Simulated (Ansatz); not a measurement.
# Mo3N2: the cost of one run

Computed with Ansatz 0.2.0 (DFT PBE, scalar-relativistic, plane waves, PAW, unless a step's input says otherwise).

1 further run of the same task is left out (it didn't finish).

## (1) Starting point

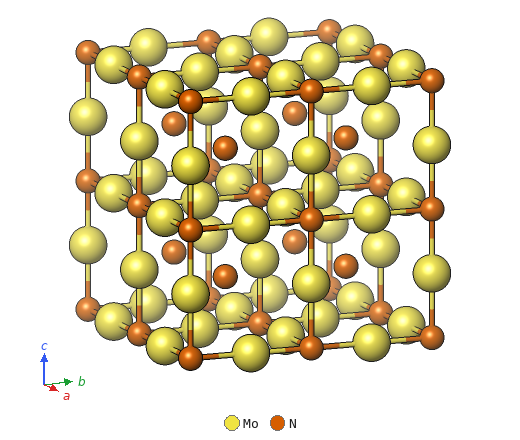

Start, viewed slightly off an axis; molybdenum yellow, nitrogen orange. 2×2×2 cells are drawn. Atoms on the faces are drawn again on the opposite ones.

As a file:

```
CELL_PARAMETERS angstrom
4.21356 0.00000 0.00000
0.00000 4.21356 0.00000
0.00000 0.00000 4.21356
ATOMIC_POSITIONS crystal
Mo 0.50000 0.00000 0.00000
Mo 0.00000 0.50000 0.00000
Mo 0.00000 0.00000 0.50000
N 0.50000 0.50000 0.50000
N 0.00000 0.00000 0.00000
```

A structure generator made this guess: species swapped into a database cell of Tl2F3 (Pm-3m, No. 221), with N on the Tl sites and Mo on the F sites. Its size is a rough estimate.

## (2) The guess as it stands, on a coarse mesh

File input.yaml:

```yaml
crystal:
  lattice:
    - [4.21355796, 0.0, 0.0]
    - [0.0, 4.21355796, 0.0]
    - [0.0, 0.0, 4.21355796]
  atoms:
    - { symbol: Mo, position: [0.5, 0.0, 0.0], spin: 1.0 }
    - { symbol: Mo, position: [0.0, 0.5, 0.0], spin: 1.0 }
    - { symbol: Mo, position: [0.0, 0.0, 0.5], spin: 1.0 }
    - { symbol: "N", position: [0.5, 0.5, 0.5] }
    - { symbol: "N", position: [0.0, 0.0, 0.0] }
basis:
  ecutwfc: 420
kpoints:
  mp_grid: { grid: [4, 4, 4] }
hamiltonian:
  xc: pbe
scf:
  occupations: { method: gaussian, width: 0.1 }
  lower_state_search: "off"
output:
  forces: true
  stress: true
  eigenvalues: true
  populations: true
magnetization:
  spin_polarized: true
```

On the command line:

```
ansatz run input.yaml --threads 1 --pin off --max-ram 2560MiB --backend cpu --events-out ev --progress --plain --runs-dir out
```

**Question.** How long does this run take on 1 thread of Arm Neoverse V2, shared host, and how much memory does it need?

About 5.3 s, with a peak of 0.32 GiB.
